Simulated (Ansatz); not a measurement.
System TaSi (space group P6_3/mmc, No. 194); source of the atomic positions: the geometry relaxed with DFT, PBE, PAW with Ansatz's default frozen-core files, scalar-relativistic (Ansatz 0.2.0); the starting structure was generated, so it need not be a known form of this composition.

```cif
data_structure
_symmetry_space_group_name_H-M 'P 1'
_symmetry_Int_Tables_number 1
_cell_length_a 4.4024
_cell_length_b 4.4024
_cell_length_c 4.9911
_cell_angle_alpha 90.000
_cell_angle_beta 90.000
_cell_angle_gamma 120.000
_cell_volume 83.77
loop_
_atom_site_label
_atom_site_type_symbol
_atom_site_fract_x
_atom_site_fract_y
_atom_site_fract_z
_atom_site_occupancy
Ta1 Ta 0.33333 0.66667 0.75000 1
Ta2 Ta 0.66667 0.33333 0.25000 1
Si1 Si 0.33333 0.66667 0.25000 1
Si2 Si 0.66667 0.33333 0.75000 1
```

Describe how the polyhedra about Ta are linked (bonds: Si–Ta below 2.9 Å).

Ta: TaSi5 trigonal bipyramid, sharing corners with eight neighbours and edges with six neighbours.

They form a three-dimensional framework of corner- and edge-sharing trigonal bipyramids.

Centre to centre across a shared corner: 4.40 to 4.99 Å; across a shared edge: 3.56 Å.

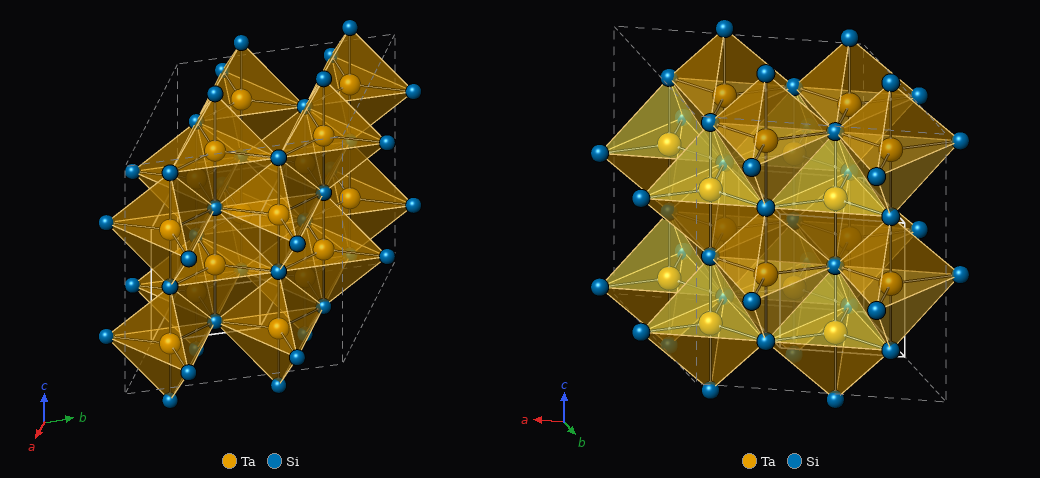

Polyhedra are drawn about Ta (bonds: Si–Ta below 2.9 Å); other atoms are plain spheres. Two views of the same piece.
